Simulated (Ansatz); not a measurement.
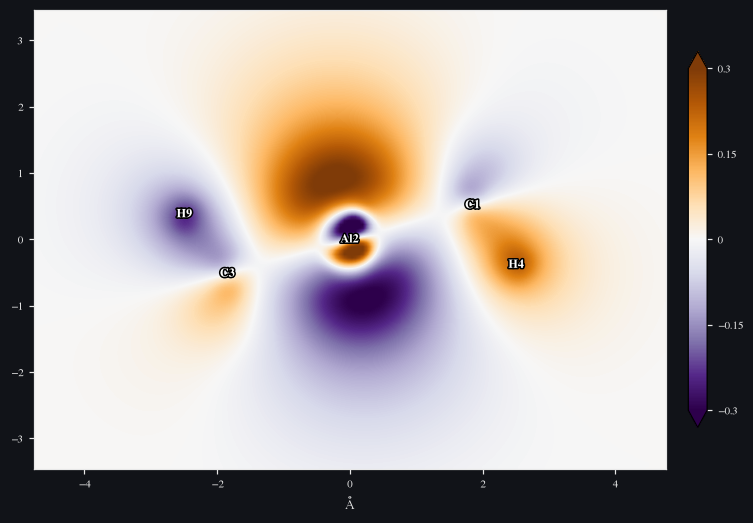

*C2H6Al (charge +1). The LUMO on the plane of atoms Al2, C1 and H4 (values in Å⁻³ᐟ²; the overall sign is arbitrary).*

All numbers below come from RKS PBE-D4/def2-SVP (Ansatz 0.2.0).

Input file:

```
crystal:
  periodic: [false, false, false]
  atoms:
    - { symbol: C, position_ang: [-0.94155, 1.34785, -1.06893] }
    - { symbol: Al, position_ang: [-0.00423, 0.00176, 0.00632] }
    - { symbol: C, position_ang: [0.93942, -1.34742, 1.07189] }
    - { symbol: H, position_ang: [-1.88988, 0.95369, -1.46936] }
    - { symbol: H, position_ang: [-0.3262, 1.66725, -1.92579] }
    - { symbol: H, position_ang: [-1.17849, 2.24659, -0.47651] }
    - { symbol: H, position_ang: [1.248, -2.20062, 0.44612] }
    - { symbol: H, position_ang: [0.30498, -1.74136, 1.88245] }
    - { symbol: H, position_ang: [1.84795, -0.92774, 1.53382] }
total_charge: 1
basis:
  gaussian: { orbitals: def2-SVP }
hamiltonian:
  xc: pbe
  dispersion: d4
relax:
  f_tol: 0.02
  max_steps: 50
output:
  orbitals: {}
```

Launched as:

```sh
ansatz run input.yaml --threads 1 --pin off --max-ram 2048MiB --backend cpu --events-out ev --progress --plain --runs-dir out
```

The fields are those of the relaxed geometry.

> Where does this orbital lie, and at what energy?

By Hirshfeld shares it lies mainly on Al2 (about 75 %), C1 (about 5 %) and C3 (about 5 %). It is one of a degenerate set, so its orientation is arbitrary. Its energy is −7.33 eV.
